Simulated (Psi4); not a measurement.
# GeSiH6 (SMILES [SiH3][GeH3]) at CCSD(T)/cc-pVDZ

What is the energy change on altering one bond length of GeSiH6 at CCSD(T)/cc-pVDZ? 

The calculation is run with Psi4 1.11.

4 further runs of the same task are left out: 2 that didn't finish, 2 set aside as unsound or not needed.

## Step 1: The system as given

GeSiH6 has 8 atoms, charge 0, and is taken as a singlet. SMILES: `[SiH3][GeH3]`. The coordinates come from a PBE0-D4/def2-TZVP relaxation.

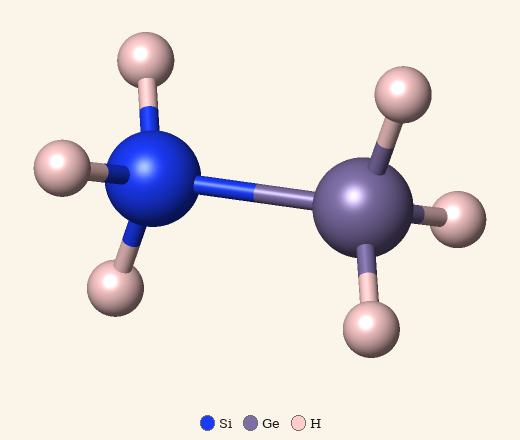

Viewed from a chosen angle; silicon blue, germanium purple, hydrogen pink.

## Step 2: A single-point energy at CCSD(T)/cc-pVDZ

geh6si.xyz

```xyz
8
GeH6Si
Si    -0.516700     0.386500    -1.010200
Ge     0.529700    -0.393800     0.977400
H     -1.894900     0.857200    -0.710900
H     -0.590800    -0.708400    -2.013300
H      0.260800     1.514500    -1.587400
H      0.619100     0.733600     2.019400
H      1.954300    -0.890500     0.679100
H     -0.269300    -1.556200     1.590100
```

geh6si_ase.py

```python
import numpy as np
from ase.calculators.psi4 import Psi4
from ase.io import read

mol = read('geh6si.xyz')
calc = Psi4(atoms=mol, method='ccsd(t)', basis='cc-pVDZ', memory='1600MB', num_threads=1, charge=0, multiplicity=1, label='geh6si')
calc.psi4.set_options({'puream': True, 'e_convergence': 1e-09, 'd_convergence': 1e-08, 'scf_type': 'pk', 'num_frozen_docc': 14})
mol.calc = calc

print(f'energy: {mol.get_potential_energy():.6f} eV')
```

On the command line:

```bash
$ python geh6si_ase.py
```

geh6si.dat:

```text
[...]
  Running in c1 symmetry.
[...]
  Nuclear repulsion =  172.848354194366692
[...]
  Multiplicity = 1
[...]
  Nalpha       = 26
  Nbeta        = 26
[...]
    Number of basis functions: 75
[...]
   @RHF iter   1: -2367.04641165686417   -3.80396e+00   1.49042e-02 ADIIS/DIIS
[...]
   @RHF iter  10: -2367.74435256344168   -6.36646e-12   3.25526e-09 DIIS
[...]
    Orbital Energies [Eh]
    ---------------------
    Doubly Occupied:
       1A   -405.283952     2A    -68.782720     3A    -52.186973
       4A    -46.275756     5A    -46.275645     6A    -46.275644
       7A     -7.203829     8A     -6.133731     9A     -5.178458
      10A     -5.178458    11A     -5.178285    12A     -4.239493
      13A     -4.239446    14A     -4.239445    15A     -1.645560
      16A     -1.645558    17A     -1.644256    18A     -1.641657
      19A     -1.641655    20A     -0.764235    21A     -0.683023
      22A     -0.495509    23A     -0.495482    24A     -0.462466
      25A     -0.462440    26A     -0.398739
[...]
  @RHF Final Energy: -2367.74435256344168
   => Energetics <=
    Nuclear Repulsion Energy =            172.8483541943666921
    One-Electron Energy =               -3643.8805848132528808
    Two-Electron Energy =                1103.2878780554442528
    Total Energy =                      -2367.7443525634421349
[...]
 Multipole Moments:
 ------------------------------------------------------------------------------------
     Multipole            Electronic (a.u.)      Nuclear  (a.u.)        Total (a.u.)
 ------------------------------------------------------------------------------------
 L = 1.  Multiply by 2.5417464519 to convert [e a0] to [Debye]
 Dipole X            :          4.0220165           -4.0468023           -0.0247858
 Dipole Y            :         -3.0016906            3.0197182            0.0180276
 Dipole Z            :          7.6408029           -7.6876906           -0.0468877
 Magnitude           :                                                    0.0560160
[...]
      * MP2 total energy                      = -2367.975886861819617
[...]
      * CCSD total energy                     = -2368.025580264788914
[...]
      * CCSD(T) total energy                  = -2368.032634684466757
```

On the terminal:

```text
energy: -64437.450141 eV
```

It took 26 s on 1 thread of Intel Xeon 6975P-C (Granite Rapids), shared host; peak memory 0.51 GiB.

## Step 3: The distorted shape

calc.dat

```
memory 1.6 GB

molecule {
  Si    -0.905431    -0.177473    -0.721614
  Ge     0.140969    -0.957773     1.265986
  H     -2.283631     0.293227    -0.422314
  H     -0.979531    -1.272373    -1.724714
  H      0.260800     1.514500    -1.587400
  H      0.230369     0.169627     2.307986
  H      1.565569    -1.454473     0.967686
  H     -0.658031    -2.120173     1.878686
  units angstrom
  symmetry c1
  no_reorient
  no_com
}

set globals {
  basis           cc-pVDZ
  reference       rhf
  puream          true
  e_convergence   1e-09
  d_convergence   1e-08
  scf_type        pk
  num_frozen_docc 14
}

e, wfn = energy("ccsd(t)", return_wfn=True)
```

On the command line:

```bash
$ psi4 calc.dat calc.out -n 1
```

calc.out:

```text
[...]
  Running in c1 symmetry.
[...]
  Nuclear repulsion =  170.256902218182489
[...]
  Multiplicity = 1
[...]
  Nalpha       = 26
  Nbeta        = 26
[...]
    Number of basis functions: 75
[...]
   @RHF iter   1: -2366.95694802871458   -3.91336e+00   1.49325e-02 ADIIS/DIIS
[...]
   @RHF iter  10: -2367.66479348393796   -1.40972e-11   5.18796e-09 DIIS
[...]
    Orbital Energies [Eh]
    ---------------------
    Doubly Occupied:
       1A   -405.295202     2A    -68.829150     3A    -52.198120
       4A    -46.286970     5A    -46.286780     6A    -46.286766
       7A     -7.214962     8A     -6.172578     9A     -5.189683
      10A     -5.189473    11A     -5.189435    12A     -4.278178
      13A     -4.278167    14A     -4.277890    15A     -1.656548
      16A     -1.656509    17A     -1.655773    18A     -1.652807
      19A     -1.652734    20A     -0.766833    21A     -0.677706
      22A     -0.509069    23A     -0.482404    24A     -0.471437
      25A     -0.424104    26A     -0.372963
[...]
  @RHF Final Energy: -2367.66479348393796
   => Energetics <=
    Nuclear Repulsion Energy =            170.2569022181824892
    One-Electron Energy =               -3637.9389086550945649
    Two-Electron Energy =                1100.0172129529742051
    Total Energy =                      -2367.6647934839379559
[...]
 Multipole Moments:
 ------------------------------------------------------------------------------------
     Multipole            Electronic (a.u.)      Nuclear  (a.u.)        Total (a.u.)
 ------------------------------------------------------------------------------------
 L = 1.  Multiply by 2.5417464519 to convert [e a0] to [Debye]
 Dipole X            :         18.6872876          -18.9529723           -0.2656847
 Dipole Y            :         67.5880878          -68.0358532           -0.4477653
 Dipole Z            :        -59.8759272           60.1478774            0.2719502
 Magnitude           :                                                    0.5874002
[...]
      * MP2 total energy                      = -2367.899934229541486
[...]
      * CCSD total energy                     = -2367.954948670239901
[...]
      * CCSD(T) total energy                  = -2367.963442468075755
[...]
```

It took 29 s on 1 thread of Intel Xeon 6975P-C (Granite Rapids), shared host; peak memory 0.47 GiB.

## Step 4: Outcome

Level: CCSD(T)/cc-pVDZ, 14 core orbitals frozen.

```
                                                          quantity           value
                                         first shape: total energy  -2368.03263 Eh
                  first shape: HOMO energy (Hartree–Fock orbitals)       -10.85 eV
                  first shape: LUMO energy (Hartree–Fock orbitals)         3.88 eV
                first shape: HOMO–LUMO gap (Hartree–Fock orbitals)        14.73 eV
         first shape: correlation energy (14 core orbitals frozen)      -288.3 mEh
                                       first shape: (T) correction       -7.05 mEh
                                        first shape: T1 diagnostic           0.009
                                     distorted shape: total energy  -2367.96344 Eh
              distorted shape: HOMO energy (Hartree–Fock orbitals)       -10.15 eV
              distorted shape: LUMO energy (Hartree–Fock orbitals)         1.65 eV
            distorted shape: HOMO–LUMO gap (Hartree–Fock orbitals)        11.80 eV
     distorted shape: correlation energy (14 core orbitals frozen)      -298.6 mEh
                                   distorted shape: (T) correction       -8.49 mEh
                                    distorted shape: T1 diagnostic           0.013
energy change with the Si1–H5 bond stretched from 1.487 to 2.230 Å        1.883 eV
```

In words: With the Si1–H5 bond stretched from 1.487 to 2.230 Å the energy rises by 1.88 eV (43 kcal/mol). The first shape isn't relaxed at this level, so the change isn't measured from a minimum. The triples (first shape) make up 2.4 % of the correlation energy. The triples (distorted shape) make up 2.8 % of the correlation energy.
